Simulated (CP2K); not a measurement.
**BNH2Cl2 (SMILES NB(Cl)Cl) at GFN0-xTB**

Aim: the energy difference between two shapes of BNH2Cl2 at GFN0-xTB, from 2 runs. 

The calculation is run with CP2K 2026.2.

2 further runs of the same task are left out: 1 that didn't finish, 1 set aside as unsound or not needed.

## (1) The system as given

The species is BNH2Cl2 (6 atoms), meant as a singlet with charge 0. SMILES: `NB(Cl)Cl`. Geometry: relaxed at PBE0-D4/def2-TZVP.

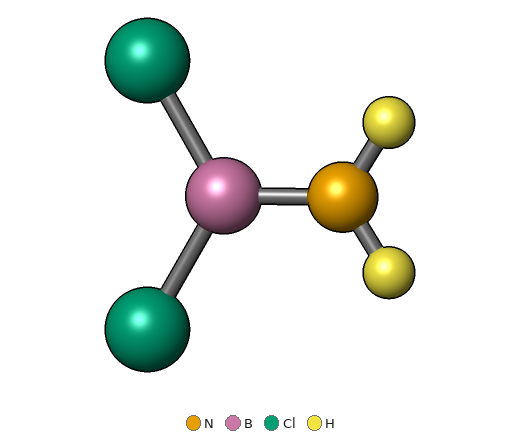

Viewed from a chosen angle; nitrogen amber, boron pink, chlorine teal, hydrogen yellow.

## (2) Energy and forces at GFN0-xTB

job.inp reads:

```
&GLOBAL
  PROJECT job
  RUN_TYPE ENERGY_FORCE
  PRINT_LEVEL MEDIUM
&END GLOBAL

&FORCE_EVAL
  METHOD QS
  &DFT
    CHARGE 0
    MULTIPLICITY 1
    # Quickstep
    &QS
      METHOD XTB
      EPS_DEFAULT 1.0E-10
      &XTB
        GFN_TYPE 0
        CHECK_ATOMIC_CHARGES F
      &END XTB
    &END QS
    # isolated system
    &POISSON
      PERIODIC NONE
      POISSON_SOLVER ANALYTIC
    &END POISSON
    &SCF
      SCF_GUESS ATOMIC
      EPS_SCF 1.0E-07
      MAX_SCF 150
      ADDED_MOS 8
      &DIAGONALIZATION
        ALGORITHM STANDARD
      &END DIAGONALIZATION
      &MIXING
        METHOD DIRECT_P_MIXING
        ALPHA 0.4
      &END MIXING
    &END SCF
    # extra output
    &PRINT
      &MOMENTS
        PERIODIC F
        REFERENCE COM
        MAX_MOMENT 1
      &END MOMENTS
      &MO ON
        ENERGIES T
        OCCUPATION_NUMBERS T
        NDIGITS 6
        &EACH
          QS_SCF 0
        &END EACH
        ADD_LAST NUMERIC
      &END MO
      &HIRSHFELD OFF
      &END HIRSHFELD
    &END PRINT
  &END DFT
  # structure
  &SUBSYS
    # vacuum box
    &CELL
      ABC [angstrom] 19.5 19.4 17.5
      PERIODIC NONE
    &END CELL
    &COORD
      SCALED T
      N    0.53945897   0.54095619   0.52382571
      B    0.49799744   0.49260567   0.48853429
      Cl   0.41034615   0.50987371   0.47364286
      Cl   0.53245385   0.41329639   0.45814000
      H    0.58965385   0.53277062   0.53320286
      H    0.52146923   0.58670361   0.54186000
    &END COORD
  &END SUBSYS
  # extra output
  &PRINT
    &FORCES ON
    &END FORCES
  &END PRINT
&END FORCE_EVAL
```

Started as:

```
OMP_NUM_THREADS=1 cp2k.psmp -i job.inp > job.out 2>&1
```

The log of the run:

```text
CP2K| version string:                                       CP2K version 2026.2
[...]
 GLOBAL| Method name                                                        CP2K
[...]
 GLOBAL| Run type                                                   ENERGY_FORCE
[...]
                             - Atoms:                                          6
[...]
                             - Spherical basis functions:                     30
[...]
 Number of electrons:                                                         24
[...]
 TB_DIPOLE| Moment [Debye]          1.79381010       2.08195180       1.37069058
 TB_DIPOLE| Derivative [a.u.]       0.00000000       0.00000000       0.00000000
[...]
 ENERGY| Total FORCE_EVAL ( QS ) energy [hartree]            -14.043023489075486
 FORCES| Atomic forces [hartree/bohr]
 FORCES|   Atom     x               y               z               |f|
 FORCES|      1  6.64009406E-03  7.76864299E-03  5.10048160E-03   1.14218026E-02
 FORCES|      2 -9.91362284E-03 -1.15111187E-02 -7.57905567E-03   1.69772747E-02
 FORCES|      3  6.33123598E-03 -8.22619964E-05  1.48824749E-03   6.50432138E-03
 FORCES|      4 -1.30155703E-03  5.92540724E-03  2.35891348E-03   6.50914545E-03
 FORCES|      5 -5.86638672E-03  2.89014949E-03 -1.09326376E-04   6.54059702E-03
 FORCES|      6  4.11023654E-03 -4.99081906E-03 -1.25926052E-03   6.58696109E-03
 FORCES| Sum     1.21430643E-17 -2.17707796E-16  6.78710560E-17
 FORCES| Total atomic force                                       2.28365100E-16
[...]
```

Wall time 0.46 s (1 thread of Arm Neoverse N1, shared host); peak memory 0.14 GiB.

## (3) The distorted shape

gas.inp reads:

```
&GLOBAL
    PROJECT_NAME gas
    RUN_TYPE ENERGY_FORCE
    PRINT_LEVEL MEDIUM
&END

&FORCE_EVAL
    METHOD QUICKSTEP
    &DFT
        # Quickstep
        &QS
            METHOD XTB
            EPS_DEFAULT 1.0E-10
            &XTB
                GFN_TYPE 0
                CHECK_ATOMIC_CHARGES F
            &END
        &END
        &POISSON
            PERIODIC NONE
            POISSON_SOLVER ANALYTIC
        &END
        # SCF settings
        &SCF
            SCF_GUESS ATOMIC
            EPS_SCF 1.0E-07
            MAX_SCF 150
            ADDED_MOS 8
            &DIAGONALIZATION
                ALGORITHM STANDARD
            &END
            &MIXING
                METHOD DIRECT_P_MIXING
                ALPHA 0.4
            &END
        &END
        # extra output
        &PRINT
            &MOMENTS
                PERIODIC F
                REFERENCE COM
                MAX_MOMENT 1
            &END
            &MO ON
                ENERGIES T
                OCCUPATION_NUMBERS T
                NDIGITS 6
                &EACH
                    QS_SCF 0
                &END
                ADD_LAST NUMERIC
            &END
            &HIRSHFELD OFF
            &END
        &END
    &END
    # atoms, cell and kinds
    &SUBSYS
        &CELL
            ABC 19.4 19.4 17.6
            PERIODIC NONE
        &END
        &COORD
            SCALED T
            N    0.54044758   0.53289652   0.51189639
            B    0.49819155   0.49514668   0.48324264
            Cl   0.41318237   0.50759410   0.48359611
            Cl   0.53986675   0.41238704   0.45418895
            H    0.58681763   0.53113090   0.53326804
            H    0.52870108   0.58761296   0.54581105
        &END
    &END
    # extra output
    &PRINT
        &FORCES ON
        &END
    &END
&END
```

Started as:

```
OMP_NUM_THREADS=1 cp2k.psmp gas.inp > gas.out
```

The log of the run:

```text
CP2K| version string:                                       CP2K version 2026.2
[...]
 GLOBAL| Method name                                                        CP2K
[...]
 GLOBAL| Run type                                                   ENERGY_FORCE
[...]
                             - Atoms:                                          6
[...]
                             - Spherical basis functions:                     30
[...]
 Number of electrons:                                                         24
[...]
 TB_DIPOLE| Moment [Debye]          1.22464273       4.16037029       1.87504595
 TB_DIPOLE| Derivative [a.u.]       0.00000000       0.00000000       0.00000000
[...]
 ENERGY| Total FORCE_EVAL ( QS ) energy [hartree]            -13.977629578083985
 FORCES| Atomic forces [hartree/bohr]
 FORCES|   Atom     x               y               z               |f|
 FORCES|      1  1.02018547E-01  1.93697505E-01  1.23336978E-01   2.51273790E-01
 FORCES|      2 -8.37960367E-02 -1.13663984E-01 -6.20468793E-02   1.54243613E-01
 FORCES|      3 -3.55764205E-02 -1.06788943E-03 -8.78482636E-03   3.66605409E-02
 FORCES|      4 -7.64375054E-03 -4.47188698E-03 -6.29508180E-03   1.08652083E-02
 FORCES|      5  2.85120643E-02 -1.84898839E-02 -6.01841003E-03   3.45113731E-02
 FORCES|      6 -3.51440308E-03 -5.60038610E-02 -4.01917805E-02   6.90229142E-02
 FORCES| Sum     3.77302356E-17 -1.31838984E-16  4.85722573E-17
 FORCES| Total atomic force                                       1.45479733E-16
[...]
```

Run time: 0.44 s. Hardware: 1 thread of Arm Neoverse N1, shared host; peak memory 0.14 GiB.

## (4) What came out

At GFN0-xTB:

```
                                                  quantity         value
                                 first shape: total energy  -14.04302 Eh
    first shape: dipole moment (from atomic charges alone)        3.07 D
                                  first shape: HOMO energy     -12.03 eV
                                  first shape: LUMO energy      -5.77 eV
                                first shape: HOMO–LUMO gap       6.25 eV
                            first shape: dispersion energy  -3.82 kJ/mol
                     first shape: largest force on an atom    0.873 eV/Å
                             distorted shape: total energy  -13.97763 Eh
distorted shape: dipole moment (from atomic charges alone)        4.72 D
                              distorted shape: HOMO energy     -11.99 eV
                              distorted shape: LUMO energy      -5.89 eV
                            distorted shape: HOMO–LUMO gap       6.10 eV
                        distorted shape: dispersion energy  -3.79 kJ/mol
                 distorted shape: largest force on an atom   12.921 eV/Å
                    energy change with the atoms displaced      1.779 eV
```

With the atoms displaced the energy rises by 1.78 eV (172 kJ/mol). The first shape isn't relaxed at this level, so the change isn't measured from a minimum. The largest force (first shape) is 0.87 eV/Å: the shape isn't a stationary point for this species at this level. The dipole (first shape) comes from point charges on the atoms alone, without atomic dipoles, so it is partial. The dipole (distorted shape) comes from point charges on the atoms alone, without atomic dipoles, so it is partial.
